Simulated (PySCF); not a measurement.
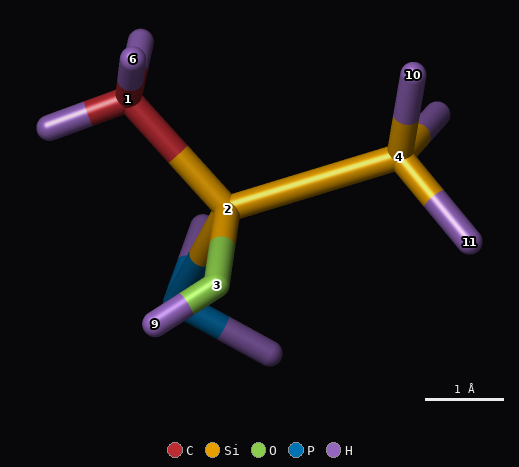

**Figure 1.** The structure as given in the input (stick view, seen at a tilt; atoms are numbered from 1 in the order of the input).

## NMR shielding calculation, with input and output: CH$_{9}$OPSi$_{2}$

The run: NMR shielding calculation of CH$_{9}$OPSi$_{2}$. Method and program: GIAO PBE0/pcSseg-1 NMR shielding, non-relativistic, gas phase (PySCF 2.14.0).

The geometry comes from this level: GFN2-xTB. Figures and captions count atoms from 1; the log counts them from 0 in places.

Input
```
{"job": {"kind": "nmr", "xc": "PBE0", "basis": "pcSseg-1"}, "charge": 0, "multiplicity": 1}
C     -1.646247     0.044490    -0.948311
Si    -0.210394    -0.138868     0.305855
O     -0.751985     0.155568     1.824206
Si     1.476535     1.447615     0.099009
P      0.318004    -2.344283     0.211166
H     -2.150194     0.999066    -0.826197
H     -2.388394    -0.741344    -0.822836
H     -1.287648    -0.010046    -1.971788
H     -1.409676    -0.392082     2.247769
H      0.943743     2.783084    -0.185587
H      2.306870     1.556982     1.301282
H      2.387623     1.114385    -1.004094
H      0.854229    -2.279530    -1.059475
H      1.556856    -2.195511     0.806835
```

The first line tells a small driver script what to run in PySCF; the rest is the geometry in Å.

Command:
```bash
OMP_NUM_THREADS=1 python <driver script> task.json out
```

The program's output
```
coarse grid: 12624 points
cycle   1  E = -1038.4300297313  dE =  1.861e-01  |g| = 7.494e-01  |ddm| = 3.263e+00
cycle   2  E = -1038.2957661380  dE =  1.343e-01  |g| = 1.127e+00  |ddm| = 1.792e+00
cycle   3  E = -1038.5338995756  dE = -2.381e-01  |g| = 1.055e-01  |ddm| = 1.306e+00
cycle   4  E = -1038.5361341087  dE = -2.235e-03  |g| = 3.956e-02  |ddm| = 1.353e-01
cycle   5  E = -1038.5365162421  dE = -3.821e-04  |g| = 6.252e-03  |ddm| = 3.993e-02
cycle   6  E = -1038.5365267862  dE = -1.054e-05  |g| = 1.920e-03  |ddm| = 1.112e-02
cycle   7  E = -1038.5365275889  dE = -8.026e-07  |g| = 3.378e-04  |ddm| = 3.174e-03
final grid: 106544 points
cycle   8  E = -1038.5742202508  dE = -1.791e-05  |g| = 6.651e-03  |ddm| = 1.974e-02
cycle   9  E = -1038.5742114942  dE =  8.757e-06  |g| = 9.315e-03  |ddm| = 1.315e-02
cycle  10  E = -1038.5742293598  dE = -1.787e-05  |g| = 7.658e-04  |ddm| = 8.160e-03
cycle  11  E = -1038.5742294674  dE = -1.076e-07  |g| = 1.823e-04  |ddm| = 8.548e-04
cycle  12  E = -1038.5742294751  dE = -7.774e-09  |g| = 3.728e-05  |ddm| = 2.443e-04
cycle  13  E = -1038.5742294755  dE = -3.688e-10  |g| = 9.022e-06  |ddm| = 6.351e-05
```

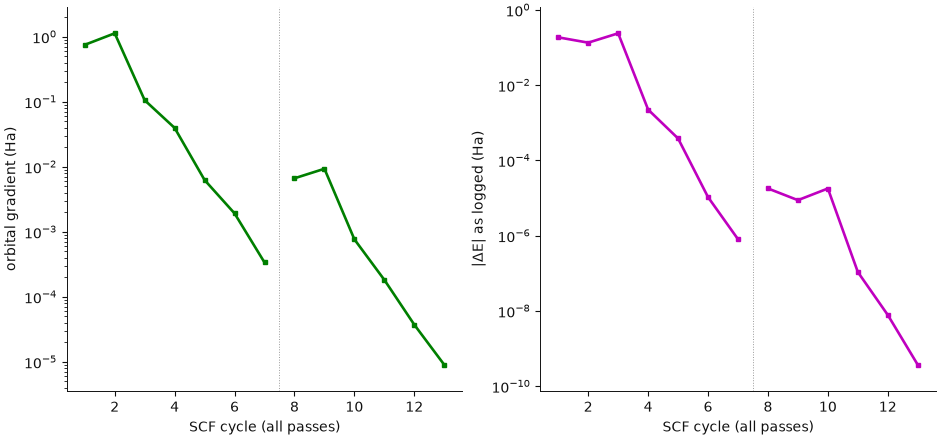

**Figure 2.** Convergence of the self-consistent field: orbital gradient and size of the energy change against the SCF cycle. The dotted line marks the change from a coarse to the final integration grid. The first 7 cycles use a coarse grid, the final grid takes over at cycle 8, and the field converges after 13 cycles in all.

```
converged SCF energy = -1038.5742294755

GIAO shielding tensors (ppm)
atom      isotropic    diamagn.    paramagn.     s11        s22        s33       span
  0 C      178.346     256.052     -77.706    166.504    176.282    192.253     25.749
  1 Si     327.050     879.019    -551.969    296.234    300.746    384.169     87.935
  2 O      296.602     388.176     -91.574    261.624    305.017    323.165     61.541
  3 Si     461.705     880.647    -418.943    446.697    457.873    480.544     33.846
  4 P      593.268     968.710    -375.442    530.948    618.625    630.233     99.285
  5 H       31.043      31.169      -0.126     26.800     28.428     37.901     11.101
  6 H       31.077      31.103      -0.026     26.857     29.568     36.805      9.948
  7 H       31.695      32.077      -0.382     28.216     29.071     37.798      9.582
  8 H       30.704      31.588      -0.884     22.832     25.726     43.556     20.724
  9 H       28.166      29.483      -1.317     24.699     26.124     33.674      8.976
 10 H       28.120      29.320      -1.200     24.885     25.991     33.484      8.598
 11 H       28.463      29.721      -1.259     25.176     26.696     33.516      8.340
 12 H       30.916      31.845      -0.929     26.162     27.961     38.626     12.464
 13 H       30.391      31.374      -0.983     25.320     27.641     38.212     12.892
```

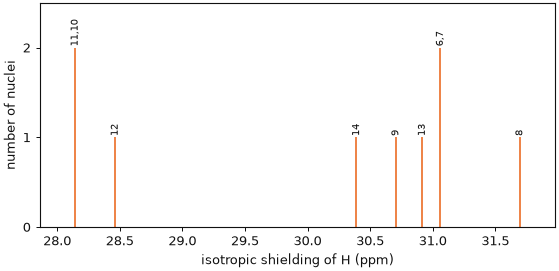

**Figure 3.** Isotropic shieldings of the hydrogen nuclei in this fixed geometry, labelled by atom number; shielding grows to the right, so chemical shift grows to the left. The least shielded is H11 (28.1 ppm), the most shielded H8 (31.7 ppm).

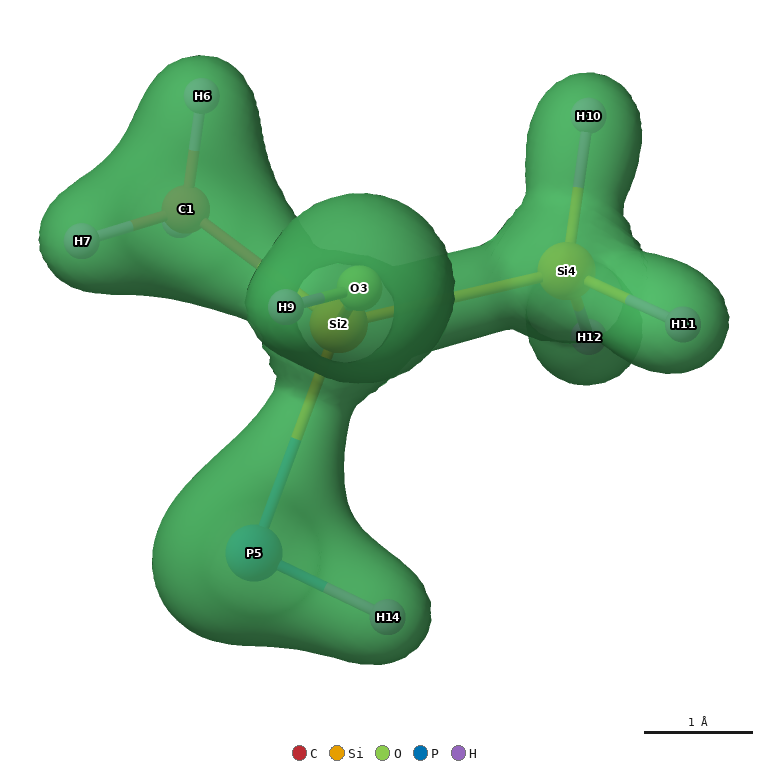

**Figure 4.** Isosurface of the electron density at 0.5 e/Å³ (green), seen face on. At this value the surface is in one piece. On the grid the lowest density along these lines, outside the cores, is 0.97 e/Å³ (Si–O, 1.64 Å), 0.77 e/Å³ (C–Si, 1.92 Å), 0.63 e/Å³ (Si–P, 2.27 Å) and 0.66 e/Å³ (Si–Si, 2.32 Å).

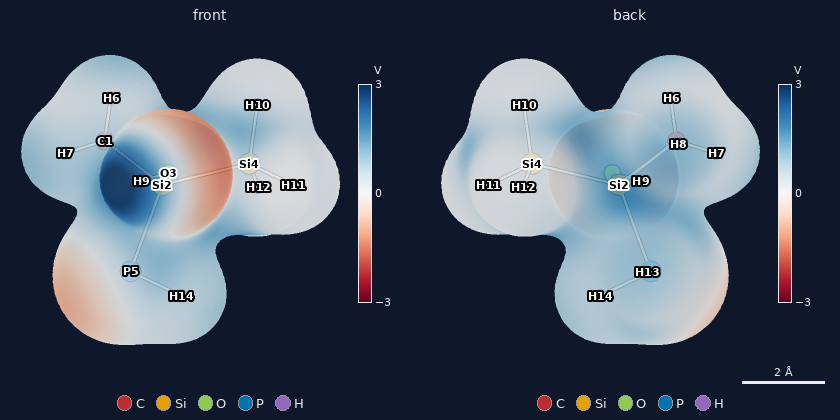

**Figure 5.** The molecular electrostatic potential painted on the density surface at 0.004 e/bohr³, seen face on and from behind; the colour scale runs from red (negative) to blue (positive).

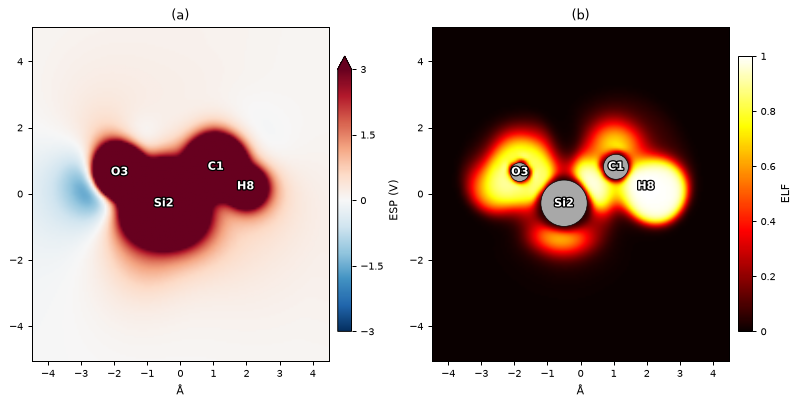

**Figure 6.** (a) molecular electrostatic potential; (b) ELF on the plane of atoms C1, Si2 and O3. Grey discs, where drawn, cover atomic cores. Atoms in the plane: C, Si, O and H. C–H (1.09 Å): the ELF climbs to about 1 towards the hydrogen, as it does in any bond to H (a covalent bond by its length).

Key numbers

```csv
quantity,value
outcome,converged
total energy,−1038.574229 hartree
HOMO,−7.24 eV
LUMO,−0.18 eV
dipole moment,0.96 D
"isotropic shielding, C",178.3 ppm
"isotropic shielding, Si",327.0 to 461.7 ppm
"isotropic shielding, O",296.6 ppm
"isotropic shielding, P",593.3 ppm
"isotropic shielding, H",28.1 to 31.7 ppm
hardware,"1 CPU thread, shared host"
wall time,16 s
peak memory,0.72 GiB
```
